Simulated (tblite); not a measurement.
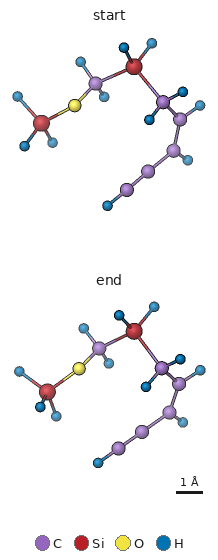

The structure of C₆H₁₂OSi₂ before (top) and after (bottom) a relaxation, at one scale.

A ball-and-stick model, seen face on.

The calculation used GFN2-xTB geometry optimisation, gas phase (tblite). 

### What changed between the two?

An H atom moves most after the best rigid fit: 0.81 Å. By element the largest moves are H 0.81 Å, C 0.47 Å, Si 0.32 Å, O 0.25 Å. Near-neighbour distances that change, for instance: O–Si 1.665 → 1.617 Å, H–Si 1.491 → 1.454 Å, C–Si 1.885 → 1.915 Å, C–O 1.438 → 1.410 Å. Bond angles that change, for instance: O–Si–H 109.3° → 99.0°, C–O–Si 118.5° → 128.2°, Si–C–O 115.4° → 105.8°. The energy falls by 0.308 eV in 108 geometry steps.
